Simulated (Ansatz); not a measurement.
**GaH3BrCl: single-point calculation**

System: GaH3BrCl.
Method: RKS PBE0-D4/def2-TZVPP (Ansatz 0.2.0).

The geometry is a transition state. The reaction was set up to form Ga1–Cl6 and Br2–H5 and to break Ga1–Br2 and H5–Cl6 (atoms counted from 1 in the order of the input); sticks are drawn by distance alone. The geometry comes from this level: PBE0-D4/def2-TZVP.

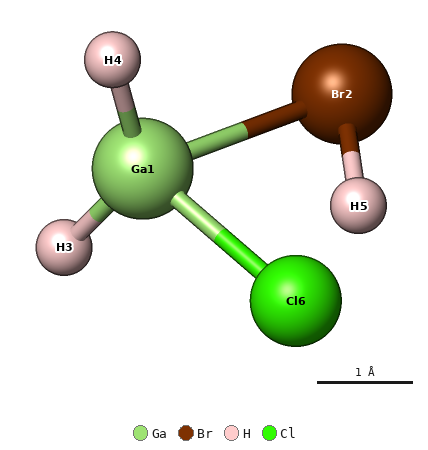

**Figure 1.** The structure as given in the input (ball-and-stick view, seen at a tilt; atoms are numbered from 1 in the order of the input). Sticks mark near contacts. Bond lengths as drawn: Br–Ga 2.59 Å, Br–H 1.63 Å, Cl–Ga 2.34 Å and Ga–H 1.55 Å.

The input:
```yaml
crystal:
  periodic: [false, false, false]
  atoms:
    - {symbol: Ga, position_ang: [-0.404614, -0.593005, 0.394122]}
    - {symbol: Br, position_ang: [-0.602070, 1.802581, -0.577409]}
    - {symbol: H, position_ang: [-1.208405, -1.496283, -0.575905]}
    - {symbol: H, position_ang: [-0.358449, -0.408874, 1.932597]}
    - {symbol: H, position_ang: [0.817036, 1.023076, -0.720324]}
    - {symbol: Cl, position_ang: [1.756401, -0.327495, -0.453181]}
basis:
  gaussian: {orbitals: def2-TZVPP}
hamiltonian: {xc: pbe0, dispersion: d4}
output: {orbitals: {seedname: orbitals}}
```

Hardware: 4 threads of Arm Neoverse V2, 23 GiB of memory available, shared host.

Run as:
```bash
ansatz run in.yaml --threads 4 --pin off --events-out ev --progress --plain --max-ram 9574MiB
```

Log:
```
Functional definition: PBE0
  name "PBE0"
  cite "Adamo & Barone, J. Chem. Phys. 110, 6158 (1999) doi:10.1063/1.478522"
  cite "Perdew, Burke & Ernzerhof, Phys. Rev. Lett. 77, 3865 (1996) doi:10.1103/PhysRevLett.77.3865"
  parent pbe
  parameter a = 0.25
  parameter kappa = 0.804
  parameter beta = 0.06672455060314922
  exchange = (1 - a)*pbe_x(kappa = kappa, mu = beta*pi^2/3) + a*exact_x
  correlation = pbe_c(beta = beta)
1328 factors; their error is unknown
mean field evaluation 1: about -134977.0267 eV, gradient 2.4e1 eV
mean field evaluation 2: about -134976.9434 eV, gradient 3.0e1 eV
mean field evaluation 4: about -134977.7482 eV, gradient 5.5e-1 eV
mean field evaluation 8: about -134978.3993 eV, gradient 4.3e-1 eV
mean field evaluation 16: about -134978.3995 eV, gradient 1.9e-5 eV
mean field -134978.39948113 eV, -4960.3646892864 hartree, gradient 1.9e-5 eV, S^2 0.000000; 0 other end points of the search recorded, 0 dependent functions left out
reference -134978.39950910 eV, -4960.3646903142 hartree; 43, 43 occupied and 137, 137 virtual orbitals, 1328 factors
Total energy: -134978.53412045 eV, -4960.3696371901 hartree
```

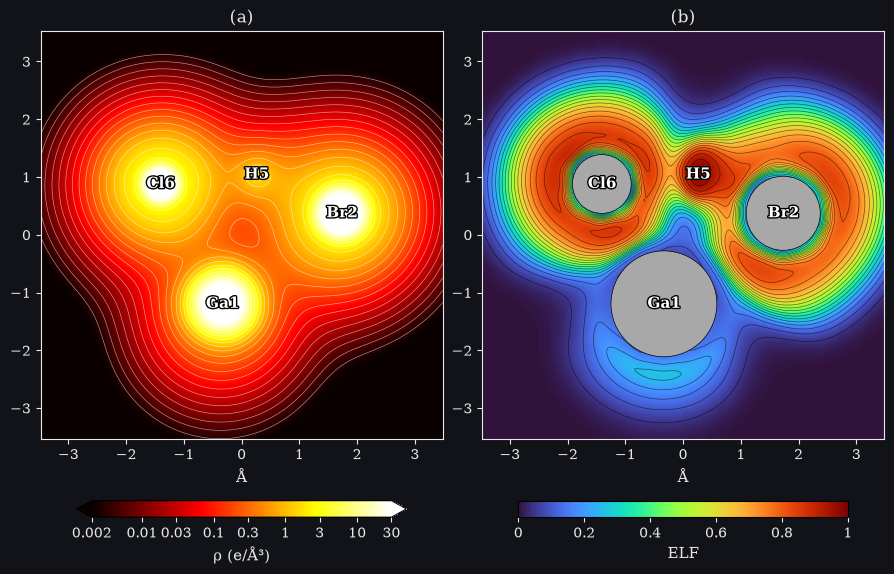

**Figure 2.** (a) total electron density; (b) electron localisation function on the plane of atoms Br2, Ga1 and Cl6. Grey discs, where drawn, cover atomic cores. Atoms in the plane: Ga, Br, H and Cl. Ga–Cl (2.34 Å): ρ is about 0.51 e/Å³ halfway, with its minimum of 0.44 e/Å³ about 1.0 Å from Ga; the ELF peaks at about 0.85 in the valence shell of Cl, 0.8 Å from its nucleus, and is about 0.60 at the midpoint. Ga–Br (2.59 Å): ρ at the midpoint is about 0.37 e/Å³, with its minimum of 0.31 e/Å³ about 1.1 Å from Ga; the ELF peaks at about 0.80 in the valence shell of Br, 1.0 Å from its nucleus, and is about 0.60 at the midpoint (ionic bonding with no shared pair). Br–H (1.63 Å): ρ is about 1.3 e/Å³ halfway, with its minimum of 0.87 e/Å³ about 1.2 Å from Br; the ELF climbs to about 0.95 towards the hydrogen, as it does in any bond to H.

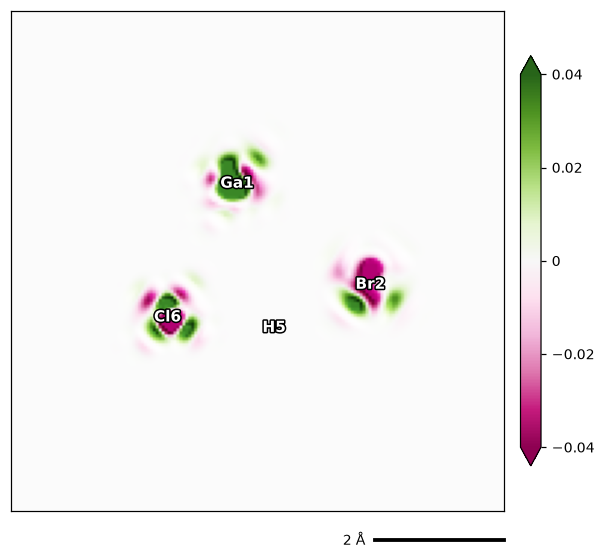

**Figure 3.** The HOMO on the plane of atoms Ga1, Br2 and H5 (values in Å⁻³ᐟ²; the overall sign is arbitrary). By Hirshfeld shares it lies mainly on Br2 (40 %), Ga1 (20 %), H3 (15 %) and H4 (15 %). Its energy is −8.72 eV.

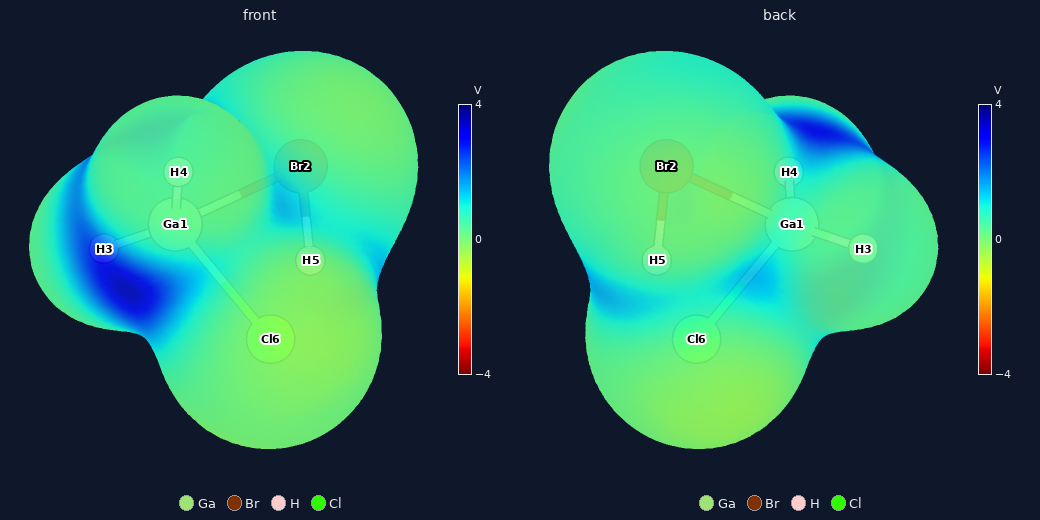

**Figure 4.** The molecular electrostatic potential painted on the density surface at 0.004 e/bohr³, seen at a tilt and from behind; red is negative and blue positive.

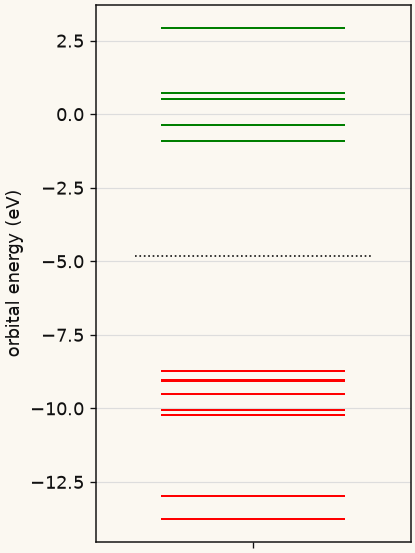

**Figure 5.** Orbital energies near the frontier; the dotted line parts filled from empty levels, and levels within 0.02 eV of each other stand side by side. Highest filled −8.72 eV, lowest empty −0.92 eV, 7.80 eV apart.

Key numbers:

| quantity | value |
| --- | --- |
| outcome | converged |
| total energy | −134978.5341 eV |
| mean-field energy | −134978.3995 eV |
| dispersion energy | −0.1346 eV |
| SCF solution under orbital rotations | stable |
| HOMO | −8.72 eV |
| LUMO | −0.92 eV |
| wall time | 1.9 s (CPU time 7.2 s) |
| peak memory | 0.54 GiB |
